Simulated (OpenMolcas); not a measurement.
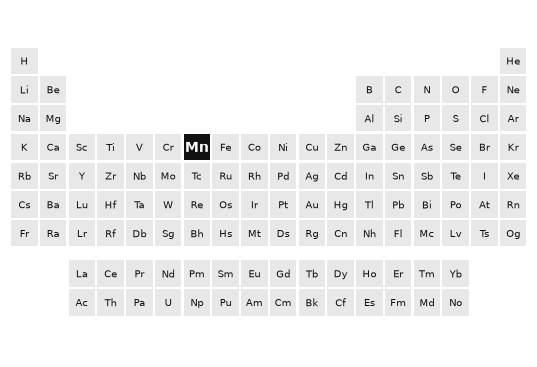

The place of manganese in the periodic table.

Multiconfigurational calculation, with input and output: Mn⁵⁺

- system: Mn⁵⁺.
- method: state-averaged CASSCF, active space 2 electrons in the shell 3d, basis ANO-RCC-VTZP, X2C scalar Hamiltonian, spin-orbit coupling by RASSI with atomic mean-field integrals (OpenMolcas)

**The input**
```
&GATEWAY
Coord
1

Mn 0.0 0.0 0.0
Basis=ANO-RCC-VTZP
Group=XYZ
NoMove
AngMom=0.0 0.0 0.0
AMFI
RX2C
&SEWARD
&RASSCF
FileOrb=start.orb
Symmetry=1
Spin=4
nActEl=2 0 0
Inactive=3 6
Ras2=5 0
CIRoot=10 10 1
SDav=10
CIMx=300
Iter=96 100
PrWF=0.3
OrbListing=Nothing
MaxOrb=0
Atom
>>> COPY $Project.JobIph JOB001
```

The file start.orb holds starting orbitals from an earlier step.

Command:
```bash
OMP_NUM_THREADS=1 MOLCAS_MEM=2252 MOLCAS_PROJECT=a pymolcas a.inp > a.log  # once for each step of the input, in one work folder
```

**Log (extracts)**
```
--- SEWARD ---
Basis set label: MN.ANO-RCC...6S5P3D2F1G.

      Electronic valence basis set:
      ------------------
      Associated Effective Charge  25.000000 au
      Associated Actual Charge     25.000000 au
      Nuclear Model: Point charge

      Shell  nPrim  nBasis  Cartesian Spherical Contaminant
         s      21       6        X
         p      15       5        X
         d      10       3                 X
         f       6       2                 X
         g       4       1                 X
RX2C
                  Relativistic X2C integrals
                  Atomic mean-field integrals
--- RASSCF ---

 Nr of active orbitals     NAC=   5
 Spin degeneracy         ISPIN=   4
 There can be no such wave function.
 ************************************************
--- Stop Module: rasscf at  /rc=_RC_INPUT_ERROR_ ---
.####################.
.# User input error #.
.####################.
```

**Outcome**

- outcome: refused by the program
- hardware: 1 CPU thread, shared host

**What went wrong**

The input is odd on purpose: wrong spin. The program refused the input; the driver noted: RASSCF spin 3: _RC_INPUT_ERROR_.
